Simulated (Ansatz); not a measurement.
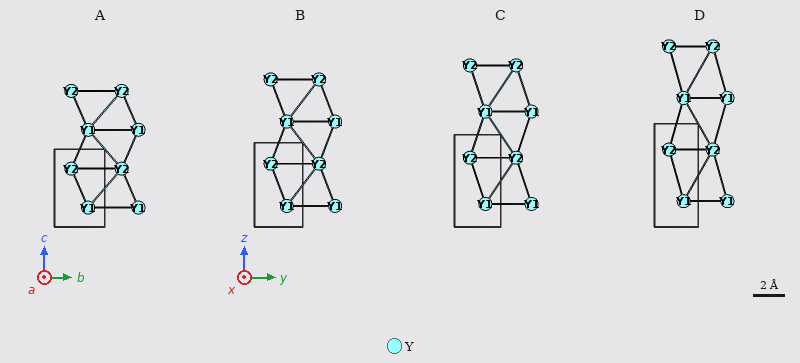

A scan of crystalline Y (P6_3/mmc) along one coordinate. x, y and z are the Cartesian axes of the input. Style: ball-and-stick. Shown: the cell of the calculation, repeated 2 × 2 × 2 with one cell outlined, along the a axis.

All numbers below come from Ansatz 0.2.0, DFT PBEsol, scalar-relativistic, plane waves, PAW. Set-up: plane-wave cutoff 420 eV; k-point mesh 18 × 18 × 10; occupations gaussian; smearing width 0.15 eV; no spin polarisation. Energies (free energies at the smearing named) are counted from the cell as listed in its source, which wasn't relaxed.

**What is being scanned?**

The ratio of the cell's length along z to its lengths across, counted as 1 for the reference, is changed at fixed volume (a c/a path), with the atoms kept at their fractional coordinates. In the frames the relative ratio is 0.85 (A), 0.96 (B), 1.10 (C), 1.30 (D). Their energies are 84.4 meV/atom, 2.3 meV/atom, 39.7 meV/atom, 238.5 meV/atom.
